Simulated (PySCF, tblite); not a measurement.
**C2H8BSi radical: infrared bands and EPR parameters**

Aim: predict the infrared bands and EPR parameters of C2H8BSi radical (`B[Si](C)C`).

Programs: tblite 0.8.0 and PySCF 2.14.0, with density-fitted response routines of our own. Each step states its level of theory. These are calculated values for one molecule in the gas phase, unless marked as measured. Atoms are numbered from 0 throughout.

### 1 The molecule as given

12 atoms, charge 0, multiplicity 2; geometry from: GFN2-xTB.

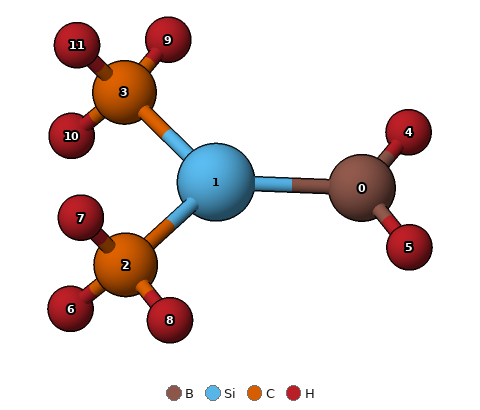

As it starts; boron brown, silicon blue, carbon orange, hydrogen red, atoms numbered.

### 2 Vibrational analysis with GFN2-xTB

Job settings and geometry (Å):

```
{"job": {"kind": "ir", "xc": "GFN2-xTB", "basis": "xTB"}, "charge": 0, "multiplicity": 2}
B     -0.951403     1.936107     0.490788
Si    -0.142591     0.290352     0.071533
C     -0.993559    -1.401743    -0.197470
C      1.718542    -0.072544    -0.183065
H     -0.308382     2.910550     0.631232
H     -2.116398     2.024962     0.623483
H     -0.634951    -2.153729     0.503065
H     -0.823260    -1.786690    -1.201326
H     -2.068082    -1.315384    -0.060802
H      2.303364     0.837457    -0.079573
H      2.094011    -0.787821     0.546421
H      1.923906    -0.482202    -1.170313
```

**Question.** This job is followed by: UKS B3LYP, pcH-1 on B C H Si, non-relativistic, mean-field spin-orbit, GIAO. Predict these results of the whole session: strongest single infrared mode (GFN2-xTB); zero-point energy (GFN2-xTB); g(iso) (B3LYP); ⟨S²⟩; largest a(iso) (averaged by class).

**Answer**, as computed:

| quantity | value |
| --- | --- |
| strongest single infrared mode (GFN2-xTB) | 2574 cm⁻¹, 166 km/mol |
| zero-point energy (GFN2-xTB) | 58.6 kcal/mol |
| g(iso) (B3LYP) | 2.00315 |
| ⟨S²⟩ | 0.752 (exact 0.75) |
| largest a(iso) (averaged by class) | 29Si on Si1, -52.3 MHz |

In words: No mode is imaginary among the 30: a minimum at this level. The strongest single mode, at 2574 cm⁻¹, moves mainly H4 and H5. Unscaled tight-binding wavenumbers are off by several per cent, some by more. Its intensities can rank the bands wrongly. The largest share of the spin, 0.69 e, sits on Si1. The isotropic g lies 0.8 ppt above the free-electron value.
